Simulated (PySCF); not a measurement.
# C2H8SSn (SMILES C[S][SnH2][CH3]): levels of theory compared

Wanted: a comparison of 3 runs (HF/3-21G, PBE0/def2-SVP, BLYP/def2-TZVP) of C2H8SSn. Input form: a Python script.

The results are computed with PySCF 2.14.0.

### Step 1. The structure to begin with

The species is C2H8SSn (12 atoms), meant as a singlet with charge 0. As SMILES, `C[S][SnH2][CH3]`. Geometry: relaxed at PBE0-D4/def2-TZVP. This is one conformer, not always the lowest.

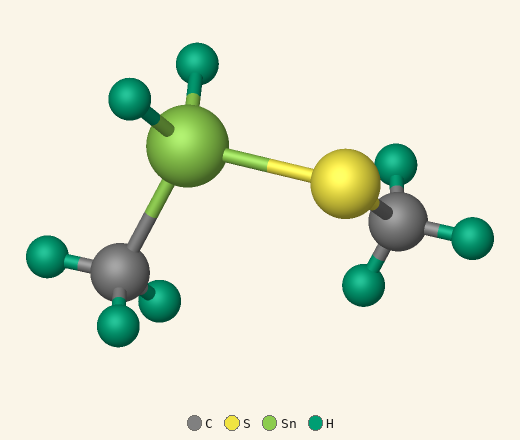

Viewed from a chosen angle; carbon grey, sulfur yellow, tin green, hydrogen teal.

### Step 2. Energy and forces at HF/3-21G (run 1)

File calc.py:

```python
from pyscf import gto, scf

mol = gto.M(
    atom=[
    ('C', (-1.349300, 1.636400, -0.433400)),
    ('S', (0.068400, 1.844300, 0.683800)),
    ('Sn', (0.540800, -0.460700, 1.160400)),
    ('C', (1.135100, -1.450200, -0.640200)),
    ('H', (-1.068700, 1.115000, -1.349000)),
    ('H', (-2.170100, 1.109900, 0.055000)),
    ('H', (-1.689400, 2.637800, -0.697800)),
    ('H', (-0.887900, -1.174600, 1.782200)),
    ('H', (1.785700, -0.452400, 2.327600)),
    ('H', (2.007400, -0.949100, -1.058900)),
    ('H', (0.322100, -1.420400, -1.365600)),
    ('H', (1.382900, -2.491400, -0.430000)),
],
    verbose=3,
    max_memory=1860,
    basis='3-21g',
)

calc0 = scf.RHF(mol)
calc0.conv_tol = 1e-10
calc0.kernel()
if not calc0.converged:
    calc0 = calc0.newton().run(calc0.mo_coeff, calc0.mo_occ)

e_final = calc0.e_tot
print('Final energy', e_final)
grad = calc0.nuc_grad_method().kernel()
dip = calc0.dip_moment()
pop, q = calc0.mulliken_pop()
```

Launch:

```console
$ OMP_NUM_THREADS=1 python calc.py
```

What it wrote:

```text
converged SCF energy = -6471.80514951523
Final energy -6471.805149515226
[... 8 lines left out ...]
Dipole moment(X, Y, Z, Debye): -0.57329, -2.67354, -1.08111
[... 91 lines left out ...]
charge of   11H =      0.22438
```

Run time: 4.8 s. Hardware: 1 thread of Arm Neoverse V2, shared host; peak memory 0.15 GiB.

### Step 3. Energy and gradient at PBE0/def2-SVP (core potential) (run 2)

File start.xyz:

```xyz
12

C     -1.349300     1.636400    -0.433400
S      0.068400     1.844300     0.683800
Sn     0.540800    -0.460700     1.160400
C      1.135100    -1.450200    -0.640200
H     -1.068700     1.115000    -1.349000
H     -2.170100     1.109900     0.055000
H     -1.689400     2.637800    -0.697800
H     -0.887900    -1.174600     1.782200
H      1.785700    -0.452400     2.327600
H      2.007400    -0.949100    -1.058900
H      0.322100    -1.420400    -1.365600
H      1.382900    -2.491400    -0.430000
```

File run.py:

```python
from pyscf import gto, dft

mol = gto.Mole()
mol.atom = 'start.xyz'
mol.basis = 'def2-svp'
mol.ecp = {'Sn': 'def2-svp'}
mol.verbose = 4
mol.max_memory = 1860
mol.spin = 0
mol.build()

ks = dft.RKS(mol)
ks.xc = 'pbe0'
ks.conv_tol = 1e-10
ks.grids.level = 5
ks.kernel()
if not ks.converged:
    ks = ks.newton().run(ks.mo_coeff, ks.mo_occ)

energy = ks.e_tot
print('E = %.10f Eh' % energy)
grad = ks.nuc_grad_method().kernel()
ks.analyze()
```

Launch:

```console
$ OMP_NUM_THREADS=1 python run.py
```

What it wrote:

```text
PySCF version 2.14.0

[... 112 lines left out ...]
MO #7   energy= -5.91682238170758  occ= 2
[... 20 lines left out ...]
MO #28  energy= -0.288109119580633 occ= 2
[... 20 lines left out ...]
MO #49  energy= 0.459889582494132  occ= 0
[... 20 lines left out ...]
MO #70  energy= 0.860693785092771  occ= 0
[... 20 lines left out ...]
MO #91  energy= 1.86118623436146   occ= 0
[... 20 lines left out ...]
MO #112 energy= 51.9303465719892   occ= 0
[... 127 lines left out ...]
Dipole moment(X, Y, Z, Debye): -0.51728, -1.66528, -1.17613
```

Run time: 60 s. Hardware: 1 thread of Arm Neoverse V2, shared host; peak memory 1.1 GiB.

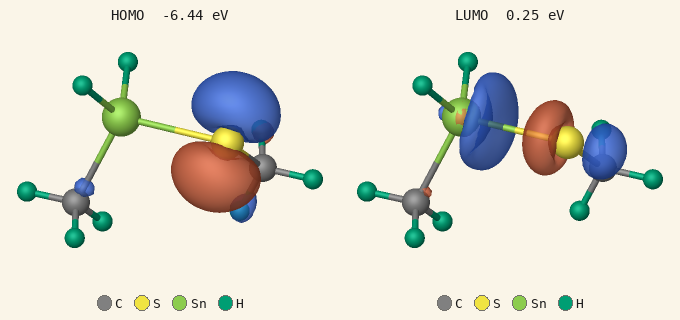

Frontier orbitals of this run, surfaces at ±0.2 Å^-3/2.

### Step 4. Energy and forces at BLYP/def2-TZVP (core potential) (run 3)

File calc.py:

```python
# C[S][SnH2][CH3]
from pyscf import gto, dft

mol = gto.M(
    atom=[
    ('C', (-1.349300, 1.636400, -0.433400)),
    ('S', (0.068400, 1.844300, 0.683800)),
    ('Sn', (0.540800, -0.460700, 1.160400)),
    ('C', (1.135100, -1.450200, -0.640200)),
    ('H', (-1.068700, 1.115000, -1.349000)),
    ('H', (-2.170100, 1.109900, 0.055000)),
    ('H', (-1.689400, 2.637800, -0.697800)),
    ('H', (-0.887900, -1.174600, 1.782200)),
    ('H', (1.785700, -0.452400, 2.327600)),
    ('H', (2.007400, -0.949100, -1.058900)),
    ('H', (0.322100, -1.420400, -1.365600)),
    ('H', (1.382900, -2.491400, -0.430000)),
],
    basis='def2-tzvp',
    spin=0,
    verbose=3,
    max_memory=1860,
    ecp={'Sn': 'def2-svp'},
)

myscf = dft.RKS(mol, xc='blyp')
myscf.conv_tol = 1e-10
myscf.grids.level = 5
myscf.kernel()
if not myscf.converged:
    myscf = myscf.newton().run(myscf.mo_coeff, myscf.mo_occ)

e_final = myscf.e_tot
print('Final energy', e_final)
grad = myscf.nuc_grad_method().kernel()
dip = myscf.dip_moment()
pop, q = myscf.mulliken_pop()
```

Launch:

```console
$ OMP_NUM_THREADS=1 python calc.py
```

What it wrote:

```text
converged SCF energy = -693.449343301619
Final energy -693.4493433016191
[... 8 lines left out ...]
Dipole moment(X, Y, Z, Debye): -0.49278, -1.43634, -1.19659
[... 210 lines left out ...]
charge of   11H =      0.12396
```

Wall time 2.8 min (1 thread of Arm Neoverse V2, shared host); peak memory 3.1 GiB.

### Step 5. Overview of the runs

```csv
run,level,core potential,integration grid,energy (Eh),dipole moment (D),HOMO energy (eV),LUMO energy (eV),wall time
1,HF/3-21G,–,–,-6471.805150,2.94,-9.40,3.12,4.8 s
2,PBE0/def2-SVP (core potential),def2-svp,5,-693.093624,2.10,-6.44,0.25,60 s
3,BLYP/def2-TZVP (core potential),def2-svp,5,-693.449343,1.93,-5.22,-0.87,2.8 min
```

### Step 6. Summary of results

```
                       quantity          value
            run 3: total energy  -693.44934 Eh
           run 3: dipole moment         1.93 D
             run 3: HOMO energy       -5.22 eV
             run 3: LUMO energy       -0.87 eV
           run 3: HOMO–LUMO gap        4.35 eV
run 3: largest force on an atom     0.805 eV/Å
```

**Reading.** The dipole moment (its size) runs from 1.93 D (BLYP/def2-TZVP) to 2.94 D (HF/3-21G). The two ends differ in method and basis and core potential. The HOMO–LUMO gap runs from 4.35 eV (BLYP/def2-TZVP) to 12.52 eV (HF/3-21G). Totals of different functionals can't be ranked against each other. Some runs of one species differ in core potentials or relativity; totals across that change don't compare. In run 1 relativity is left out where basis or elements ask for it. All runs together took 3.9 min, the longest 2.8 min.
